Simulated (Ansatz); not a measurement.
Input

```
crystal:
  periodic: [false, false, false]
  atoms:
    - {symbol: Zn, position_ang: [0.038732, -0.075283, -0.394303]}
    - {symbol: O, position_ang: [0.302252, -0.483538, 1.790920]}
    - {symbol: O, position_ang: [-0.268441, -1.876753, -0.252292]}
    - {symbol: H, position_ang: [1.162925, -0.481585, 2.216740]}
    - {symbol: As, position_ang: [0.455178, 2.134081, -1.134709]}
    - {symbol: H, position_ang: [0.103156, -1.404112, 1.529977]}
    - {symbol: H, position_ang: [-0.668061, -2.363112, -0.971525]}
    - {symbol: H, position_ang: [-0.770957, 2.632567, -0.377252]}
    - {symbol: H, position_ang: [-0.354585, 1.917736, -2.407656]}
basis:
  gaussian: {orbitals: def2-TZVPP}
hamiltonian: {xc: pbe0, dispersion: d4}
output: {orbitals: {seedname: orbitals}}
```

Run with:

```sh
ansatz run in.yaml --threads 8 --pin off --events-out ev --progress --plain --max-ram 19148MiB
```

The product side of a reaction path; geometry: PBE0-D4/def2-TZVP; a saddle point, not a minimum.

Theory: Ansatz, RKS PBE0-D4/def2-TZVPP.

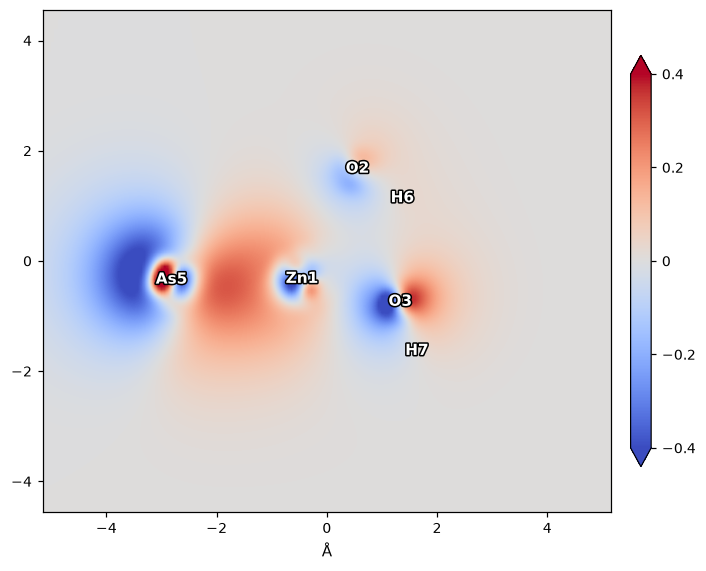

AsH5O2Zn. One frontier orbital on the plane of atoms O2, Zn1 and As5 (values in Å⁻³ᐟ²; the overall sign is arbitrary).

> Which orbital is it: HOMO or LUMO?

The HOMO, at −6.89 eV. By Hirshfeld shares it lies mainly on As5 (about 65 %), Zn1 (about 20 %) and O3 (about 5 %).
